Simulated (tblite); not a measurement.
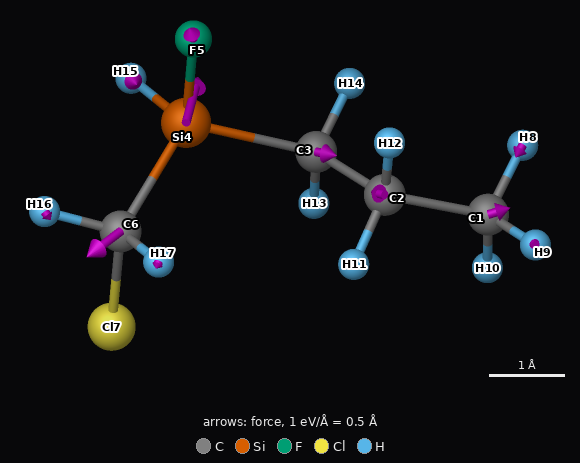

Starting geometry of C4H10ClFSi with the computed forces as purple arrows. The picture is a ball-and-stick view, seen at a tilt.

Level of theory: GFN2-xTB geometry optimisation, gas phase (tblite). 

**What follows when this structure is relaxed?**

It isn't relaxed: the largest force vector, on Si4, is 2.09 eV/Å. The final displacements follow the starting forces only in part (cosine between the two patterns 0.37). The energy falls by 11.8 kJ/mol in 42 geometry steps. H15 moves most after the best rigid fit: 0.13 Å. Largest moves by element: H 0.13 Å, Si 0.07 Å, Cl 0.06 Å, C 0.06 Å, F 0.04 Å. Among the contacts that change: Si4–C6 1.837 → 1.910 Å, Si4–H15 1.494 → 1.454 Å, Si4–F5 1.601 → 1.621 Å, C3–Si4 1.876 → 1.896 Å. Bond angles that change, for instance: C3–Si4–H15 108.6° → 114.8°, F5–Si4–C6 109.0° → 103.7°, F5–Si4–H15 107.0° → 105.0°.
